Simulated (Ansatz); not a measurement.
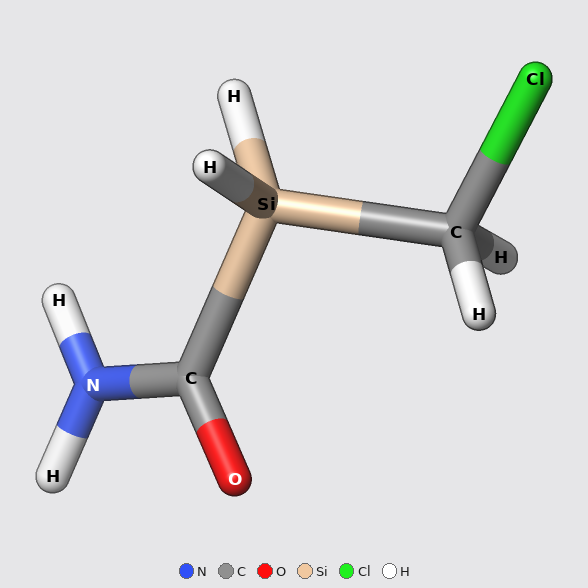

The geometry was computed by an optimisation with PBE0-D4/def2-TZVP. No frequency run is at hand to confirm it as a minimum. Program: Ansatz 0.2.0.

Compare HOMO–LUMO gap (eV) at these levels: B3LYP-D4/def2-TZVPP; PBE-D4/def2-TZVPP; PBE0-D4/def2-TZVPP; r2SCAN-D4/def2-TZVPP; ωB97M-V/def2-TZVPP; ωB97X-V/def2-TZVPP.

```csv
level,HOMO–LUMO gap (eV)
B3LYP-D4/def2-TZVPP,6.18
PBE-D4/def2-TZVPP,4.18
PBE0-D4/def2-TZVPP,6.63
r2SCAN-D4/def2-TZVPP,4.63
ωB97M-V/def2-TZVPP,10.98
ωB97X-V/def2-TZVPP,11.24
```
